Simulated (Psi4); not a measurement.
# HCl (SMILES Cl): HF/6-311+G(d,p)

What is the vertical electron affinity of HCl at HF/6-311+G**? 

Program for the calculation: Psi4 1.11.

### 1 The structure to begin with

The species is HCl (2 atoms), meant as a singlet with charge 0. As SMILES, `Cl`. Geometry: relaxed at PBE0-D4/def2-TZVP.

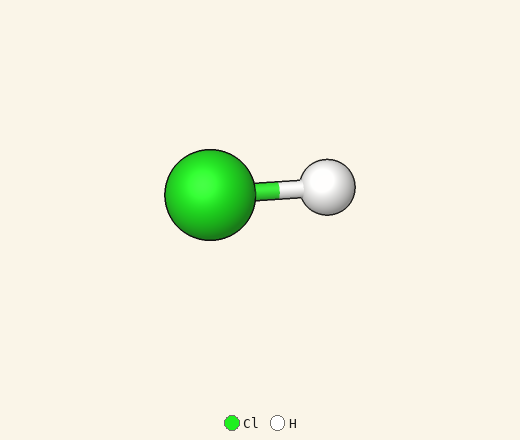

The structure, seen from a chosen angle (chlorine green, hydrogen white).

### 2 A single-point energy at HF/6-311+G(d,p)

clh.py

```python
import psi4

psi4.set_memory('1600 MB')
psi4.set_num_threads(1)
psi4.core.set_output_file('clh.out', False)

geom = psi4.geometry("""
0 1
Cl     1.03179046    -0.33731611     0.53063510
H     -1.03179046     0.33731611    -0.53063510
units au
symmetry c1
""")

psi4.set_options({
    'puream': True,
    'scf_type': 'pk',
})

result, w = psi4.energy("scf/6-311+G**", return_wfn=True)
print(f'total energy {result:.8f} hartree = {result * 27.211386:.5f} eV')
```

Started as:

```console
$ python clh.py
```

clh.out:

```text
[...]
  Running in c1 symmetry.
[...]
  Nuclear repulsion =    7.034776967508856
[...]
  Multiplicity = 1
[...]
  Nalpha       = 9
  Nbeta        = 9
[...]
    Number of basis functions: 36
[...]
   @RHF iter   1:  -460.07285245942126   -1.58009e-01   5.15829e-03 ADIIS/DIIS
[...]
   @RHF iter   7:  -460.09527247537926   -8.79828e-09   3.82615e-07 DIIS
[...]
    Orbital Energies [Eh]
    ---------------------
    Doubly Occupied:
       1A   -104.848685     2A    -10.575454     3A     -8.043984
       4A     -8.040737     5A     -8.040737     6A     -1.118751
       7A     -0.626715     8A     -0.477177     9A     -0.477177
[...]
  @RHF Final Energy:  -460.09527247537926
   => Energetics <=
    Nuclear Repulsion Energy =              7.0347769675088561
    One-Electron Energy =                -649.7612872596444049
    Two-Electron Energy =                 182.6312378167562542
    Total Energy =                       -460.0952724753793177
[...]
 Multipole Moments:
 ------------------------------------------------------------------------------------
     Multipole            Electronic (a.u.)      Nuclear  (a.u.)        Total (a.u.)
 ------------------------------------------------------------------------------------
 L = 1.  Multiply by 2.5417464519 to convert [e a0] to [Debye]
 Dipole X            :         -0.0000000           -0.0000000           -0.0000000
 Dipole Y            :          0.0000000           -0.0000000            0.0000000
 Dipole Z            :          0.6276017           -1.1980385           -0.5704369
 Magnitude           :                                                    0.5704369
[...]
```

On the terminal:

```text
total energy -460.09527248 hartree = -12519.83006 eV
```

Run time: 2.5 s. Hardware: 1 thread of AMD EPYC 7B13 (Zen 3), shared host; peak memory 0.19 GiB.

### 3 The doublet anion at the same level

job.py

```python
import psi4

psi4.set_memory('1600 MB')
psi4.set_num_threads(1)
psi4.set_output_file('clh.out', False)

molecule = psi4.geometry("""
-1 2
Cl     1.03179046    -0.33731611     0.53063510
H     -1.03179046     0.33731611    -0.53063510
units bohr
symmetry c1
""")

options = {'reference': 'uhf', 'puream': True, 'scf_type': 'pk', 'maxiter': 100}
psi4.set_options(options)

e_tot = psi4.energy('scf/6-311+G**')
print('E =', round(e_tot, 9))
```

Started as:

```console
$ python job.py
```

clh.out:

```text
[...]
  Running in c1 symmetry.
[...]
  Nuclear repulsion =    7.034776967508856
[...]
  Multiplicity = 2
[...]
  Nalpha       = 10
  Nbeta        = 9
[...]
    Number of basis functions: 36
[...]
   @UHF iter   1:  -459.96663610335838   -5.17927e-02   6.13185e-03 ADIIS/DIIS
[...]
   @UHF iter  10:  -460.00748934050358   -2.17092e-08   9.00147e-07 DIIS
[...]
   @S^2 Observed:                7.516812039E-01
[...]
    Orbital Energies [Eh]
    ---------------------
    Alpha Occupied:
       1A   -104.619134     2A    -10.349240     3A     -7.817429
       4A     -7.812815     5A     -7.812815     6A     -0.902895
       7A     -0.407867     8A     -0.258690     9A     -0.258690
      10A      0.082021
    Alpha Virtual:
      11A      0.262024    12A      0.264225    13A      0.264225
      14A      0.348370    15A      0.668944    16A      0.778183
      17A      0.778183    18A      0.780893    19A      1.188876
      20A      1.220921    21A      1.220921    22A      1.358987
      23A      1.358987    24A      1.539421    25A      1.986934
[...]
  @UHF Final Energy:  -460.00748934050358
   => Energetics <=
    Nuclear Repulsion Energy =              7.0347769675088561
    One-Electron Energy =                -653.7272788240405816
    Two-Electron Energy =                 186.6850125160281380
    Total Energy =                       -460.0074893405036391
  UHF NO Occupations:
  HONO-2 :    8  A 1.9997777
  HONO-1 :    9  A 1.9996975
  HONO-0 :   10  A 1.0000000
  LUNO+0 :   11  A 0.0003025
  LUNO+1 :   12  A 0.0002223
[...]
 Multipole Moments:
 ------------------------------------------------------------------------------------
     Multipole            Electronic (a.u.)      Nuclear  (a.u.)        Total (a.u.)
 ------------------------------------------------------------------------------------
 L = 1.  Multiply by 2.5417464519 to convert [e a0] to [Debye]
 Dipole X            :          0.0000000           -0.0000000            0.0000000
 Dipole Y            :         -0.0000000           -0.0000000           -0.0000000
 Dipole Z            :          2.7844062           -1.1980385            1.5863677
 Magnitude           :                                                    1.5863677
[...]
```

Standard output:

```text
E = -460.007489341
```

Wall time 2.3 s (1 thread of AMD EPYC 7B13 (Zen 3), shared host); peak memory 0.19 GiB.

### 4 What came out

Level: HF/6-311+G**.

| quantity | value |
| --- | --- |
| singlet HCl: total energy | -460.09527 Eh |
| singlet HCl: dipole moment | 1.45 D |
| singlet HCl: HOMO energy | -12.98 eV |
| singlet HCl: LUMO energy | 2.52 eV |
| singlet HCl: HOMO–LUMO gap | 15.50 eV |
| doublet anion: total energy | -460.00749 Eh |
| doublet anion: HOMO energy (highest over α and β) | 2.23 eV |
| doublet anion: LUMO energy (lowest over α and β) | 7.13 eV |
| doublet anion: ⟨S²⟩ | 0.752 |
| vertical electron affinity (to the doublet anion) | -2.389 eV |

What this shows: The anion lies 2.39 eV (230 kJ/mol) above the neutral: the electron isn't bound at this level, and such a value depends on the basis. Hartree–Fock misses the correlation that binds many anions. The HOMO (doublet anion) lies at positive energy, 2.23 eV: the electron is unbound at this level or held by a compact basis; values depend on the basis.
